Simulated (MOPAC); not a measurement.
# Geometry relaxation, with input and output: Si₂H₄ClO (charge +1) (part 2 of 2)

Si₂H₄ClO, charge +1; PM3, closed shell (MOPAC 23.2.5). The starting geometry was optimised with PM3.

Geometry of the input (Å):
```
O  -0.2684  0.2072  -2.0656
Si -0.3326  -0.6849  -0.6740
Si -0.1008  0.5565  1.3738
Cl 0.9431  -2.2693  -0.9791
H  -0.0781  -0.1908  -2.9006
H  -1.1633  1.5959  1.3973
H  1.2343  1.2007  1.4838
H  -0.2964  -0.3966  2.4982
```

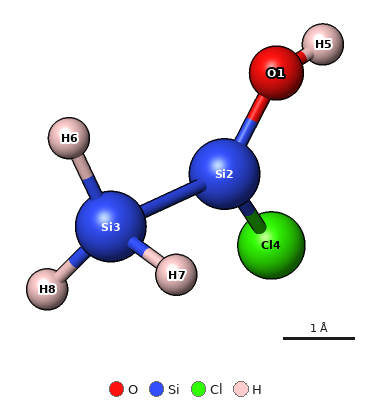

The geometry at step 24 of the log (ball-and-stick view, seen at a tilt; atoms are numbered from 1 in the order of the input).

## Trajectory as extended XYZ, continued
```
8
Properties=species:S:1:pos:R:3:forces:R:3 step=10 energy=2.92293
O    -0.3762    0.1240   -2.0847    0.1641  -0.1007  -0.0092
Si   -0.0339   -0.5719   -0.6683    0.0300   0.0500  -0.0593
Si   -0.1804    0.5699    1.4525   -0.0075  -0.0173   0.0463
Cl    0.8550   -2.2970   -0.9933   -0.0231  -0.0081   0.0105
H    -0.1354   -0.1668   -2.9533   -0.1530   0.0549   0.0162
H    -1.2421    1.5814    1.3718   -0.0535   0.0225  -0.0393
H     1.1921    1.0845    1.2854    0.0663   0.0514   0.0077
H    -0.3227   -0.4619    2.4894   -0.0233  -0.0527   0.0269
8
Properties=species:S:1:pos:R:3:forces:R:3 step=11 energy=2.91673
O    -0.3657    0.1358   -2.0762    0.0940  -0.1691  -0.1109
Si   -0.0261   -0.5759   -0.6680    0.0447   0.0906  -0.1052
Si   -0.1801    0.5758    1.4450    0.0823  -0.0402   0.0736
Cl    0.8541   -2.3036   -0.9896   -0.0351  -0.0143  -0.0019
H    -0.1953   -0.1647   -2.9598   -0.0969   0.0899   0.1407
H    -1.2652    1.5611    1.3732   -0.0274   0.0629  -0.0622
H     1.2023    1.0938    1.2973   -0.0560   0.0436   0.0194
H    -0.3295   -0.4703    2.4652   -0.0056  -0.0634   0.0464
8
Properties=species:S:1:pos:R:3:forces:R:3 step=12 energy=2.91339
O    -0.3637    0.1329   -2.0777    0.0397  -0.0876  -0.0144
Si   -0.0195   -0.5723   -0.6691    0.0366   0.0642  -0.0872
Si   -0.1801    0.5766    1.4486    0.0809  -0.0295   0.0417
Cl    0.8518   -2.3051   -0.9893   -0.0292  -0.0148  -0.0009
H    -0.2144   -0.1618   -2.9643   -0.0506   0.0343   0.0479
H    -1.2732    1.5576    1.3664    0.0083   0.0373  -0.0521
H     1.2033    1.0974    1.3004   -0.0838   0.0394   0.0334
H    -0.3318   -0.4762    2.4640   -0.0019  -0.0434   0.0315
8
Properties=species:S:1:pos:R:3:forces:R:3 step=13 energy=2.91032
O    -0.3616    0.1282   -2.0799   -0.0260   0.0214  -0.0094
Si   -0.0096   -0.5662   -0.6725    0.0400   0.0031   0.0017
Si   -0.1790    0.5771    1.4549    0.0262  -0.0190  -0.0088
Cl    0.8481   -2.3072   -0.9882   -0.0218  -0.0155  -0.0024
H    -0.2430   -0.1581   -2.9719   -0.0074  -0.0133  -0.0001
H    -1.2839    1.5529    1.3505    0.0713  -0.0180  -0.0268
H     1.2015    1.1050    1.3108   -0.0831   0.0425   0.0483
H    -0.3353   -0.4861    2.4645    0.0009  -0.0013  -0.0025
8
Properties=species:S:1:pos:R:3:forces:R:3 step=14 energy=2.90913
O    -0.3618    0.1269   -2.0810   -0.0413   0.0466   0.0245
Si   -0.0043   -0.5634   -0.6736    0.0363  -0.0097  -0.0019
Si   -0.1781    0.5767    1.4566   -0.0015  -0.0171  -0.0196
Cl    0.8461   -2.3084   -0.9876   -0.0199  -0.0142  -0.0040
H    -0.2562   -0.1573   -2.9747    0.0076  -0.0317  -0.0191
H    -1.2868    1.5496    1.3406    0.0833  -0.0338  -0.0151
H     1.1988    1.1110    1.3214   -0.0628   0.0482   0.0488
H    -0.3367   -0.4902    2.4638   -0.0018   0.0119  -0.0137
8
Properties=species:S:1:pos:R:3:forces:R:3 step=15 energy=2.90633
O    -0.3632    0.1267   -2.0821   -0.0659   0.0587   0.0088
Si    0.0097   -0.5576   -0.6770    0.0328  -0.0315  -0.0025
Si   -0.1752    0.5754    1.4582   -0.0444  -0.0142  -0.0332
Cl    0.8411   -2.3124   -0.9851   -0.0174  -0.0111  -0.0144
H    -0.2936   -0.1571   -2.9795    0.0339  -0.0384   0.0189
H    -1.2917    1.5373    1.3122    0.0843  -0.0509   0.0103
H     1.1906    1.1324    1.3595   -0.0111   0.0582   0.0411
H    -0.3406   -0.4995    2.4580   -0.0121   0.0293  -0.0291
8
Properties=species:S:1:pos:R:3:forces:R:3 step=16 energy=2.90389
O    -0.3676    0.1277   -2.0828   -0.0655   0.0710   0.1241
Si    0.0212   -0.5534   -0.6798    0.0246  -0.0313  -0.0208
Si   -0.1725    0.5729    1.4572   -0.0353  -0.0030  -0.0268
Cl    0.8369   -2.3154   -0.9832   -0.0149  -0.0091  -0.0252
H    -0.3160   -0.1597   -2.9784    0.0472  -0.0666  -0.0712
H    -1.2890    1.5270    1.2869    0.0413  -0.0430   0.0252
H     1.1813    1.1554    1.4000    0.0302   0.0552   0.0264
H    -0.3430   -0.5044    2.4533   -0.0276   0.0268  -0.0317
8
Properties=species:S:1:pos:R:3:forces:R:3 step=17 energy=2.90219
O    -0.3715    0.1335   -2.0790   -0.0626  -0.0173  -0.0534
Si    0.0345   -0.5516   -0.6829    0.0243  -0.0176  -0.0079
Si   -0.1699    0.5718    1.4521    0.0370   0.0125   0.0007
Cl    0.8326   -2.3205   -0.9809   -0.0153  -0.0097  -0.0414
H    -0.3471   -0.1642   -2.9760    0.0518   0.0004   0.0901
H    -1.2892    1.5120    1.2640   -0.0144  -0.0121   0.0234
H     1.1734    1.1834    1.4471    0.0182   0.0349   0.0088
H    -0.3474   -0.5092    2.4408   -0.0391   0.0091  -0.0202
8
Properties=species:S:1:pos:R:3:forces:R:3 step=18 energy=2.90145
O    -0.3771    0.1341   -2.0780   -0.0287   0.0077   0.1352
Si    0.0376   -0.5516   -0.6831    0.0108   0.0008  -0.0061
Si   -0.1696    0.5711    1.4501    0.0791   0.0162   0.0152
Cl    0.8315   -2.3214   -0.9822   -0.0118  -0.0088  -0.0438
H    -0.3375   -0.1684   -2.9693    0.0329  -0.0436  -0.1085
H    -1.2825    1.5115    1.2603   -0.0672   0.0132   0.0146
H     1.1687    1.1924    1.4620    0.0324   0.0259  -0.0012
H    -0.3485   -0.5069    2.4389   -0.0475  -0.0115  -0.0055
8
Properties=species:S:1:pos:R:3:forces:R:3 step=19 energy=2.90088
O    -0.3777    0.1341   -2.0766   -0.0225  -0.0163   0.0631
Si    0.0393   -0.5518   -0.6826    0.0056   0.0020  -0.0025
Si   -0.1698    0.5725    1.4499    0.0774   0.0141   0.0149
Cl    0.8312   -2.3224   -0.9835   -0.0114  -0.0057  -0.0413
H    -0.3373   -0.1695   -2.9689    0.0279  -0.0191  -0.0437
H    -1.2849    1.5113    1.2621   -0.0603   0.0133   0.0108
H     1.1690    1.1937    1.4628    0.0262   0.0247   0.0000
H    -0.3505   -0.5071    2.4362   -0.0429  -0.0130  -0.0013
8
Properties=species:S:1:pos:R:3:forces:R:3 step=20 energy=2.89931
O    -0.3818    0.1282   -2.0696    0.0123  -0.0692  -0.2041
Si    0.0466   -0.5534   -0.6778   -0.0082  -0.0022   0.0286
Si   -0.1697    0.5819    1.4515    0.0488   0.0069   0.0093
Cl    0.8292   -2.3266   -0.9956   -0.0062   0.0080  -0.0153
H    -0.3231   -0.1768   -2.9653   -0.0112   0.0595   0.1707
H    -1.2967    1.5141    1.2717   -0.0104  -0.0041  -0.0083
H     1.1702    1.2064    1.4722   -0.0116   0.0072   0.0089
H    -0.3644   -0.5082    2.4239   -0.0136  -0.0062   0.0102
8
Properties=species:S:1:pos:R:3:forces:R:3 step=21 energy=2.89876
O    -0.3832    0.1267   -2.0701    0.0099  -0.0493  -0.1173
Si    0.0506   -0.5522   -0.6781   -0.0083   0.0044   0.0102
Si   -0.1682    0.5822    1.4522    0.0565   0.0164   0.0091
Cl    0.8274   -2.3276   -0.9967   -0.0053   0.0076  -0.0149
H    -0.3295   -0.1783   -2.9647   -0.0043   0.0344   0.1079
H    -1.2968    1.5105    1.2625   -0.0154  -0.0070  -0.0041
H     1.1671    1.2173    1.4898   -0.0182  -0.0046   0.0032
H    -0.3671   -0.5103    2.4217   -0.0149  -0.0019   0.0059
8
Properties=species:S:1:pos:R:3:forces:R:3 step=22 energy=2.89846
O    -0.3866    0.1199   -2.0703    0.0068   0.0237   0.0651
Si    0.0593   -0.5498   -0.6773   -0.0033   0.0070  -0.0057
Si   -0.1642    0.5865    1.4558    0.0222   0.0136  -0.0021
Cl    0.8232   -2.3302   -1.0035   -0.0026   0.0109  -0.0007
H    -0.3364   -0.1836   -2.9621    0.0001  -0.0289  -0.0484
H    -1.3011    1.5034    1.2456   -0.0003  -0.0209   0.0023
H     1.1600    1.2410    1.5283   -0.0172  -0.0198  -0.0049
H    -0.3773   -0.5145    2.4153   -0.0058   0.0145  -0.0056
8
Properties=species:S:1:pos:R:3:forces:R:3 step=23 energy=2.89830
O    -0.3854    0.1215   -2.0701    0.0056   0.0077   0.0147
Si    0.0569   -0.5504   -0.6773   -0.0031   0.0033   0.0026
Si   -0.1649    0.5859    1.4549    0.0140   0.0048  -0.0007
Cl    0.8242   -2.3295   -1.0021   -0.0040   0.0100  -0.0039
H    -0.3350   -0.1827   -2.9625    0.0001  -0.0122  -0.0102
H    -1.3009    1.5042    1.2501   -0.0021  -0.0133   0.0006
H     1.1615    1.2342    1.5183   -0.0046  -0.0084  -0.0035
H    -0.3754   -0.5132    2.4162   -0.0059   0.0081   0.0003
8
Properties=species:S:1:pos:R:3:forces:R:3 step=24 energy=2.89827
O    -0.3835    0.1224   -2.0703    0.0002   0.0022  -0.0130
Si    0.0530   -0.5514   -0.6768    0.0015   0.0019   0.0051
Si   -0.1655    0.5853    1.4544    0.0016  -0.0055   0.0021
Cl    0.8255   -2.3280   -1.0011   -0.0041   0.0049  -0.0047
H    -0.3314   -0.1820   -2.9629    0.0004  -0.0041   0.0086
H    -1.3006    1.5055    1.2557   -0.0019  -0.0069  -0.0022
H     1.1637    1.2261    1.5060    0.0075   0.0042   0.0003
H    -0.3734   -0.5112    2.4184   -0.0051   0.0033   0.0038
8
Properties=species:S:1:pos:R:3:forces:R:3 step=25 energy=2.89824
O    -0.3840    0.1220   -2.0701    0.0013   0.0031  -0.0036
Si    0.0546   -0.5511   -0.6767    0.0008   0.0036   0.0008
Si   -0.1650    0.5857    1.4545    0.0024  -0.0034   0.0026
Cl    0.8249   -2.3284   -1.0019   -0.0036   0.0050  -0.0036
H    -0.3331   -0.1831   -2.9624    0.0002  -0.0059   0.0034
H    -1.3013    1.5039    1.2533   -0.0014  -0.0069  -0.0024
H     1.1628    1.2296    1.5113    0.0040   0.0010  -0.0005
H    -0.3749   -0.5117    2.4173   -0.0037   0.0036   0.0034
8
Properties=species:S:1:pos:R:3:forces:R:3 step=26 energy=2.89822
O    -0.3847    0.1212   -2.0697    0.0020   0.0043   0.0092
Si    0.0577   -0.5502   -0.6765   -0.0006   0.0051  -0.0034
Si   -0.1639    0.5864    1.4549    0.0001  -0.0013   0.0026
Cl    0.8234   -2.3291   -1.0032   -0.0021   0.0039  -0.0021
H    -0.3372   -0.1861   -2.9613    0.0009  -0.0074  -0.0047
H    -1.3031    1.4997    1.2476    0.0000  -0.0044  -0.0021
H     1.1610    1.2360    1.5215   -0.0002  -0.0033  -0.0023
H    -0.3781   -0.5122    2.4155   -0.0001   0.0032   0.0029
8
Properties=species:S:1:pos:R:3:forces:R:3 step=27 energy=2.89820
O    -0.3844    0.1213   -2.0698    0.0012   0.0037   0.0066
Si    0.0574   -0.5501   -0.6765   -0.0006   0.0037  -0.0022
Si   -0.1638    0.5862    1.4550   -0.0025  -0.0027   0.0023
Cl    0.8234   -2.3288   -1.0032   -0.0016   0.0025  -0.0024
H    -0.3369   -0.1868   -2.9612    0.0013  -0.0058  -0.0039
H    -1.3032    1.4992    1.2475   -0.0004  -0.0022  -0.0019
H     1.1612    1.2351    1.5200    0.0019  -0.0013  -0.0017
H    -0.3780   -0.5116    2.4163    0.0006   0.0021   0.0032
8
Properties=species:S:1:pos:R:3:forces:R:3 step=28 energy=2.89822
O    -0.3820    0.1220   -2.0709   -0.0046  -0.0008  -0.0188
Si    0.0524   -0.5503   -0.6759    0.0047  -0.0046   0.0078
Si   -0.1645    0.5844    1.4556   -0.0089  -0.0075   0.0007
Cl    0.8245   -2.3261   -1.0023    0.0002  -0.0069  -0.0038
H    -0.3302   -0.1892   -2.9614    0.0001   0.0054   0.0082
H    -1.3019    1.4991    1.2506   -0.0035   0.0073  -0.0011
H     1.1644    1.2250    1.5024    0.0097   0.0097   0.0049
H    -0.3756   -0.5072    2.4243    0.0023  -0.0026   0.0021
8
Properties=species:S:1:pos:R:3:forces:R:3 step=29 energy=2.89816
O    -0.3836    0.1214   -2.0703   -0.0004   0.0012  -0.0021
Si    0.0559   -0.5499   -0.6762    0.0010  -0.0005   0.0012
Si   -0.1640    0.5854    1.4555   -0.0036  -0.0027   0.0008
Cl    0.8235   -2.3277   -1.0032   -0.0004  -0.0013  -0.0025
H    -0.3345   -0.1887   -2.9611    0.0003  -0.0005   0.0007
H    -1.3029    1.4984    1.2473   -0.0015   0.0015  -0.0009
H     1.1623    1.2321    1.5142    0.0028   0.0017   0.0012
H    -0.3775   -0.5096    2.4201    0.0018   0.0005   0.0016
8
Properties=species:S:1:pos:R:3:forces:R:3 step=30 energy=2.89816
O    -0.3838    0.1212   -2.0702    0.0005   0.0009  -0.0006
Si    0.0565   -0.5497   -0.6762    0.0003  -0.0005   0.0006
Si   -0.1639    0.5856    1.4556   -0.0021  -0.0013   0.0007
Cl    0.8233   -2.3279   -1.0035   -0.0003  -0.0007  -0.0022
H    -0.3350   -0.1892   -2.9609    0.0002  -0.0005   0.0004
H    -1.3030    1.4979    1.2462   -0.0012   0.0010  -0.0004
H     1.1620    1.2333    1.5160    0.0007   0.0000   0.0005
H    -0.3779   -0.5096    2.4200    0.0019   0.0011   0.0010
8
Properties=species:S:1:pos:R:3:forces:R:3 step=31 energy=2.89816
O    -0.3838    0.1212   -2.0703    0.0011   0.0005  -0.0003
Si    0.0565   -0.5497   -0.6761   -0.0001  -0.0009   0.0004
Si   -0.1639    0.5855    1.4558   -0.0013  -0.0007   0.0004
Cl    0.8233   -2.3279   -1.0037   -0.0002  -0.0007  -0.0019
H    -0.3347   -0.1896   -2.9608   -0.0001   0.0001   0.0005
H    -1.3030    1.4979    1.2458   -0.0010   0.0009   0.0000
H     1.1620    1.2334    1.5160   -0.0002  -0.0004   0.0004
H    -0.3779   -0.5093    2.4206    0.0018   0.0012   0.0005
8
Properties=species:S:1:pos:R:3:forces:R:3 step=32 energy=2.89816
O    -0.3835    0.1211   -2.0704    0.0016  -0.0005  -0.0006
Si    0.0558   -0.5498   -0.6758    0.0004  -0.0017   0.0002
Si   -0.1642    0.5855    1.4560    0.0011   0.0005  -0.0004
Cl    0.8234   -2.3276   -1.0041   -0.0004  -0.0008  -0.0010
H    -0.3332   -0.1902   -2.9607   -0.0008   0.0015   0.0012
H    -1.3028    1.4984    1.2458   -0.0006   0.0003   0.0009
H     1.1625    1.2324    1.5141   -0.0022  -0.0006   0.0002
H    -0.3773   -0.5082    2.4224    0.0009   0.0013  -0.0005
8
Properties=species:S:1:pos:R:3:forces:R:3 step=33 energy=2.89816
O    -0.3835    0.1211   -2.0703    0.0013  -0.0002   0.0001
Si    0.0559   -0.5499   -0.6759    0.0005  -0.0011  -0.0002
Si   -0.1642    0.5855    1.4559    0.0006   0.0001  -0.0001
Cl    0.8235   -2.3277   -1.0041   -0.0005  -0.0006  -0.0011
H    -0.3334   -0.1900   -2.9608   -0.0006   0.0009   0.0007
H    -1.3029    1.4985    1.2461   -0.0005   0.0002   0.0006
H     1.1624    1.2325    1.5144   -0.0016  -0.0003   0.0001
H    -0.3773   -0.5084    2.4220    0.0008   0.0011  -0.0002
8
Properties=species:S:1:pos:R:3:forces:R:3 step=34 energy=2.89816
O    -0.3836    0.1211   -2.0700    0.0008   0.0005   0.0012
Si    0.0562   -0.5501   -0.6759    0.0002   0.0003  -0.0006
Si   -0.1642    0.5858    1.4557   -0.0003  -0.0011   0.0007
Cl    0.8234   -2.3280   -1.0042   -0.0006  -0.0002  -0.0009
H    -0.3342   -0.1894   -2.9607    0.0000  -0.0002  -0.0003
H    -1.3032    1.4987    1.2464   -0.0001  -0.0002  -0.0002
H     1.1621    1.2330    1.5156   -0.0005   0.0003  -0.0005
H    -0.3774   -0.5086    2.4211    0.0005   0.0006   0.0007
8
Properties=species:S:1:pos:R:3:forces:R:3 step=35 energy=2.89816
O    -0.3835    0.1211   -2.0701    0.0009   0.0003   0.0008
Si    0.0560   -0.5501   -0.6758    0.0003  -0.0001  -0.0004
Si   -0.1642    0.5858    1.4558    0.0003  -0.0007   0.0004
Cl    0.8235   -2.3279   -1.0042   -0.0006  -0.0004  -0.0008
H    -0.3338   -0.1896   -2.9606   -0.0001   0.0002  -0.0001
H    -1.3031    1.4987    1.2463    0.0000  -0.0003   0.0001
H     1.1623    1.2327    1.5149   -0.0009   0.0003  -0.0005
H    -0.3772   -0.5083    2.4217    0.0003   0.0006   0.0004
8
Properties=species:S:1:pos:R:3:forces:R:3 step=36 energy=2.89816
O    -0.3833    0.1212   -2.0701    0.0005   0.0002   0.0004
Si    0.0558   -0.5502   -0.6757    0.0005  -0.0005  -0.0001
Si   -0.1643    0.5857    1.4559    0.0008  -0.0005   0.0002
Cl    0.8235   -2.3279   -1.0044   -0.0006  -0.0006  -0.0005
H    -0.3335   -0.1898   -2.9606   -0.0001   0.0007   0.0001
H    -1.3031    1.4988    1.2463    0.0001  -0.0003   0.0002
H     1.1623    1.2324    1.5142   -0.0010   0.0006  -0.0005
H    -0.3770   -0.5078    2.4224    0.0000   0.0003   0.0001
8
Properties=species:S:1:pos:R:3:forces:R:3 step=37 energy=2.89816
O    -0.3833    0.1212   -2.0700    0.0001   0.0002   0.0002
Si    0.0559   -0.5502   -0.6757    0.0004  -0.0004   0.0001
Si   -0.1644    0.5858    1.4559    0.0008  -0.0005   0.0001
Cl    0.8235   -2.3279   -1.0045   -0.0005  -0.0006  -0.0003
H    -0.3336   -0.1898   -2.9605    0.0002   0.0008   0.0001
H    -1.3032    1.4988    1.2463    0.0000  -0.0004   0.0002
H     1.1623    1.2325    1.5141   -0.0008   0.0008  -0.0004
H    -0.3770   -0.5076    2.4226   -0.0001   0.0001   0.0001
```

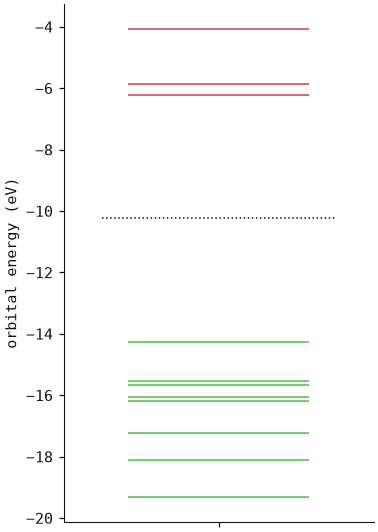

Orbital energies near the frontier; the dotted line parts filled from empty levels, and levels within 0.02 eV of each other stand side by side. Highest filled −14.26 eV, lowest empty −6.23 eV, 8.03 eV apart.
